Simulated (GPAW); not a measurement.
# Core-hole calculation of the N K edge in wurtzite (GaN)₁₋ₓ(InN)ₓ at x = 0.125, part 3 of 3

Aim: the N K edge in wurtzite (GaN)₁₋ₓ(InN)ₓ at x = 0.125, one member of a composition series.

GPAW 26.7.0; X-ray absorption from dipole matrix elements to empty bands, plane-wave PAW PBE.

So far. Step 5 (Spectrum with XCH, N atom 2): Main maxima below 24 eV (height): 5.4 eV (3.21), 11.0 eV (0.88) and 22.3 eV (1.05). A K edge sees empty p states on the absorber. Step 5 (Spectrum with XCH, N atom 2): The total-energy difference is 406.34 eV. One term is added: -7.82 eV, since the hole is spin-paired here and a spin-polarised one costs that much less in the free atom (computed apart). The photon energy is then 398.52 eV. The functional leaves an error of a few eV in such absolute values.

### Step 7. Spectrum with XCH, Ga atom 1

The holes are 5.2 Å apart. The excited electron is kept in the cell, where it fills the lowest empty states and screens the hole. After the field has converged, empty bands are computed with the density fixed and the dipole matrix elements are summed.

The absorber has 1 N at 1.95 Å and 3 N at 1.97 Å (tetrahedral).

xas.py reads:

```python
import numpy as np
from ase import Atoms
from ase.parallel import parprint, paropen
from gpaw import GPAW, PW, FermiDirac, Mixer, MixerDif, setup_paths
from gpaw.test import gen
setup_paths.insert(0, '.')
gen('Ga', name='fch1s', xcname='PBE', corehole=(1, 0, 1), write_xml=True)
from gpaw.mpi import world
world.barrier()

atoms = Atoms('GaNGaNGaNGaNGaNGaNGaNInN',
    cell=[[6.467, 0, 0],
     [0, 5.600586, 0],
     [0, 0, 5.24975]],
    scaled_positions=[[0.0042553, 0.0030428, 0.0001471],
     [0.0018839, 0.3344439, 0.1258899],
     [0.0063588, 0.3345531, 0.5008239],
     [0.0159742, 0.0104707, 0.6292186],
     [0.2499647, 0.5012803, 0.000034],
     [0.2493852, 0.8314773, 0.125829],
     [0.2503676, 0.8344866, 0.4997877],
     [0.2508838, 0.5062359, 0.6254013],
     [0.4944624, 0.0028737, 0.9999169],
     [0.4978912, 0.3342316, 0.1256591],
     [0.4951199, 0.3342831, 0.5005617],
     [0.484948, 0.0102617, 0.628908],
     [0.7498735, 0.4928758, 0.9999364],
     [0.7493221, 0.8331387, 0.0947136],
     [0.7505228, 0.8334665, 0.5013701],
     [0.7506009, 0.4756669, 0.6275553]],
    pbc=True)
atoms.calc = calc = GPAW(legacy_gpaw=True, mode=PW(500, force_complex_dtype=True), xc='PBE', setups={0: 'fch1s'},
    kpts={'size': (3, 3, 3), 'gamma': True}, occupations=FermiDirac(0.04),
    charge=-1, mixer=Mixer(0.1, 5, 50), maxiter=150,
    convergence={'density': 0.0001, 'eigenstates': 1e-6}, txt='scf.txt')
energy = atoms.get_potential_energy() + calc.get_reference_energy()
ef = calc.get_fermi_level()
out = dict(energy=energy, fermi=ef, forces=atoms.get_forces().tolist())
parprint(f'all-electron energy {energy:.4f} eV, Fermi level {ef:.4f} eV')
ev = np.array([[calc.get_eigenvalues(k, s) for k in range(len(calc.get_ibz_k_points()))] for s in range(calc.get_number_of_spins())])
out['homo'], out['lumo'], out['counts'] = ev[ev < ef].max(), ev[ev > ef].min(), sorted(set((ev < ef).sum((0, 2)).tolist()))
out['filled'] = (ev[:, 0] < ef).sum(1).tolist()

from ase.units import Ha
from gpaw.xas import dipole_matrix_elements
nb = int(calc.get_number_of_electrons() / 2) + 99
top, nb = nb, nb + 8 + nb // 12
nscf = calc.fixed_density(kpts={'size': (4, 4, 4), 'gamma': True}, nbands=nb,
    convergence={'bands': top, 'eigenstates': 5e-3}, maxiter=60, txt='nscf.txt')
cell = atoms.cell.array
ops = [cell.T @ U.T @ np.linalg.inv(cell.T) for U in nscf.wfs.kd.symmetry.op_scc]
filled = [37]  # bands filled in the ground state, by spin
E = np.arange(-6, 30, 0.1)
fwhm = np.interp(E, [4, 25], [1.82, 3.5])
Y, X, zero, highest = 0, 0, 1e9, 1e9
for spin in range(nscf.get_number_of_spins()):
    wfs = nscf.wfs
    mine = wfs.bd.get_slice()  # this rank's bands
    A = dipole_matrix_elements(wfs.setups[0])
    eps = np.zeros((wfs.kd.nibzkpts, nb))
    d = np.zeros((3, A.shape[1], wfs.kd.nibzkpts, nb), complex)
    for kpt in wfs.kpt_u:
        if kpt.s == spin and 0 in kpt.P_ani:
            eps[kpt.k, mine] = kpt.eps_n * Ha
            d[:, :, kpt.k, mine] = (kpt.weight * wfs.nspins / 2) ** 0.5 * np.inner(A, kpt.P_ani[0])
    world.sum(eps)
    world.sum(d)
    T = np.einsum('amkn,bmkn->abkn', d, d.conj()).real
    T = sum(np.einsum('ai,ijkn,bj->abkn', R, T, R) for R in ops) / len(ops)
    empty = np.ones_like(eps, bool) & (np.arange(nb) >= filled[spin])
    zero, highest = min(zero, eps[empty].min()), min(highest, eps[:, top - 1].min())
    lines = [(eps, T, empty)] if spin == 0 else lines + [(eps, T, empty)]
for eps, T, empty in lines:
    f = np.einsum('aakn->akn', T).reshape(3, -1)
    x = eps.ravel() - zero
    w = np.interp(x, E, fwhm) / 2.35482
    g = np.exp(-0.5 * ((E[:, None] - x) / w) ** 2) / (w * (2 * np.pi) ** 0.5)
    Y = Y + (f * empty.ravel()) @ g.T
    X = X + (f * ~empty.ravel()) @ g.T
out.update(E=E.round(2).tolist(), xas=Y.tolist(), xes=X.tolist(), zero=zero, valid=highest - zero, nk=len(eps), nb=nb)
for i in range(0, len(E), 10):
    parprint(f'{E[i]:7.2f}', *(f'{v:10.3e}' for v in Y[:, i]))
import json
with paropen('out.json', 'w') as f:
    json.dump(out, f)
```

Started as:

```sh
$ OMP_NUM_THREADS=1 mpirun -n 4 gpaw python xas.py
```

Numbers of over 12 decimals in the logs are rounded to 6 here.

The program printed:

```text
Input parameters:
  charge: -1
  convergence: {density: 0.0001,
                eigenstates: 1e-06}
  kpts: {gamma: True,
         size: (3, 3, 3)}
  maxiter: 150
  mixer: {backend: pulay,
          beta: 0.1,
          method: separate,
          nmaxold: 5,
          weight: 50}
  mode: {ecut: 500.0,
         force_complex_dtype: True,
         name: pw}
  occupations: {fixmagmom: False,
[...]
*p    :     0.585016
*d    :     0.000000
--------------------------------

Diagonalizing with gridspacing h=0.050

state   all-electron     PAW
-------------------------------
4s:      -0.719303    -0.719529
4p:      -0.414984    -0.415179
*d:                   -0.111571
*f:                   -0.022852
-------------------------------
all-electron energy -531710.3228 eV, Fermi level 10.0927 eV
[...]
28.00  1.204e-07  1.241e-07  1.187e-07
  29.00  1.175e-07  1.248e-07  1.019e-07
[key lines of the parts left out:]
Converged after 16 iterations.
Dipole moment: (-9.029778, -2.034092, -6.943997) |e|*Ang
Free energy:    -97.872409
Fermi level: 10.09271
```

Elapsed: 2.3 min, on 4 MPI ranks of Arm Neoverse V1, shared host; peak memory 0.49 GiB.

The Ga K spectrum, Ga atom 1, excited-electron core hole (neutral cell) (energy from the bottom of the conduction band, which holds the excited electron; intensity scaled to a mean of 1 over the first 20 eV):

| E (eV) | isotropic | ε ∥ x | ε ∥ y | ε ∥ z |
| --- | --- | --- | --- | --- |
| -2.0 | 0.00 | 0.00 | 0.00 | 0.00 |
| -0.5 | 0.00 | 0.00 | 0.00 | 0.00 |
| 1.0 | 0.05 | 0.04 | 0.05 | 0.05 |
| 2.5 | 0.60 | 0.60 | 0.60 | 0.60 |
| 4.0 | 1.11 | 1.09 | 1.07 | 1.17 |
| 5.5 | 1.16 | 1.01 | 1.01 | 1.45 |
| 7.0 | 1.69 | 1.61 | 1.69 | 1.76 |
| 8.5 | 1.98 | 2.38 | 2.34 | 1.23 |
| 10.0 | 1.27 | 1.43 | 1.41 | 0.97 |
| 11.5 | 1.00 | 0.87 | 0.88 | 1.26 |
| 13.0 | 0.71 | 0.61 | 0.59 | 0.93 |
| 14.5 | 0.61 | 0.54 | 0.55 | 0.74 |
| 16.0 | 0.78 | 0.68 | 0.72 | 0.93 |
| 17.5 | 1.02 | 0.94 | 0.96 | 1.17 |
| 19.0 | 1.11 | 1.15 | 1.14 | 1.05 |
| 20.5 | 0.96 | 1.06 | 1.04 | 0.77 |
| 22.0 | 0.82 | 0.89 | 0.87 | 0.70 |
| 23.5 | 0.74 | 0.76 | 0.74 | 0.73 |
| 25.0 | 0.75 | 0.70 | 0.68 | 0.86 |

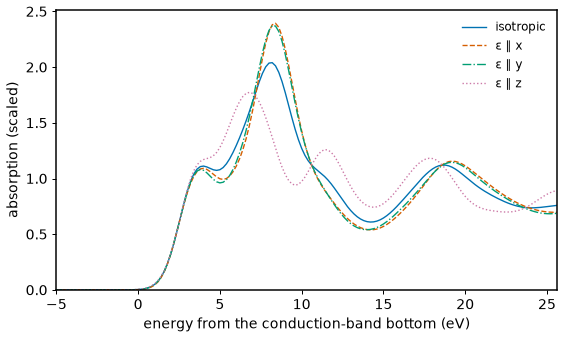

The Ga K edge, Ga atom 1, excited-electron core hole (neutral cell): main maxima at 8.2 and 18.6 eV.

Main maxima below 25 eV (height): 8.2 eV (2.04) and 18.6 eV (1.12). 

The energy difference (zero at 10402 eV) isn't read as a photon energy: for so heavy an absorber the terms left out (the hole's spin, the functional's error) amount to tens of eV or more.

### Step 8. Outcome

```yaml
absorber_and_edge: N K, atom 2 of the ground-state input (counted from 1)
surroundings: 4 Ga at 1.97 Å (tetrahedral)
highest_intensity_below_16_ev: 5.4 eV above the zero, height 3.21
photon_energy_of_the_zero_with_the_added_terms: 398.5 eV (raw 406.3 eV; uncertain by a few eV)
```

In words: The N K edge of atom 2, with 4 Ga at 1.97 Å (tetrahedral), has its highest intensity of the first 16 eV at 5.4 eV above the zero, near 404 eV in photon energy (uncertain by a few eV), 3.2 times the mean level of the first 20 eV (Gaussian full width 0.9 eV up to 4 eV, rising linearly to 3.5 eV at 25 eV). At the N K edge of atom 2 polarisation matters most near 5.3 eV, where the curves differ by 1.3 on this scale. The holes are only 5.2 Å apart, so the shape is probably not converged with cell size; no larger cell was run here. The mesh is coarse (0.30 Å⁻¹ between points), so small maxima may be mesh ripples.

[Banner, clock and machine lines of the logs are left out without a mark of their own.]

[Logs are printed without paths, hosts, clocks, repeated set-up lines and the standing remarks that a program may print on its own settings, such as how far it seeks lower states.]

[Hosts, paths, dates, database ids (printed as entryN), source tags and the programs' standing remarks are cut or masked in the printed files.]

[Lists of maxima count a maximum above −3 eV only where it reaches 4 % of the highest in the window and stands out from its surroundings by 2 % of it (1.5 % where it reaches 55 %); shoulders and weaker maxima are passed over, and of the rest the first, up to two pre-edge ones and the few strongest are named.]
